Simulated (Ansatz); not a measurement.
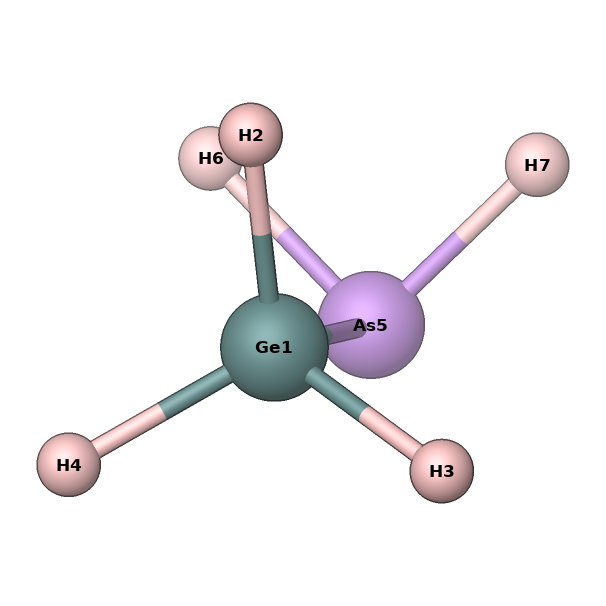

As5 lies behind Ge1. The molecule seen a little off the Ge1–As5 bond, Ge1 in front. Depth is shown by fading: the farther an atom, the more it takes the colour of the background. The computed structure is the end point of a PBE0-D4/def2-TZVP optimisation.

Q: What is the torsion angle H2–Ge1–As5–H6? The sign is positive where the front bond must turn clockwise to cover the back bond.

A: −46°, synclinal (gauche).
